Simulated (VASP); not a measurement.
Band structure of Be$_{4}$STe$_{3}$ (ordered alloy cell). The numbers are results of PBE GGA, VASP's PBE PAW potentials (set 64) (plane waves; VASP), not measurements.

Unless said otherwise, spin-orbit coupling is left out, though it shifts the bands of the heavy elements here.

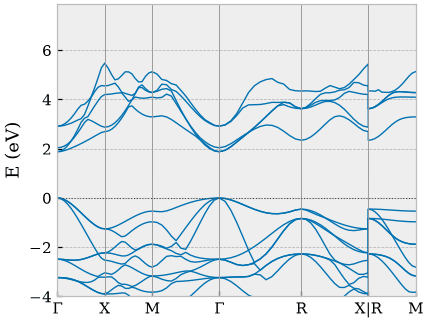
Figure. Bands along high-symmetry lines, zero at the valence-band maximum or, without a gap, the Fermi level

Problem. Read the plot: is there a gap, and where are the band edges?

Solution. The gap is direct, 1.88 eV, from the valence maximum at Γ to the conduction minimum at Γ. (Edges off the drawn lines would not show.)

The structure was generated: Be4STe3 was put into an ordered model structure (P-43m), which need not be its known phase. It was relaxed first.
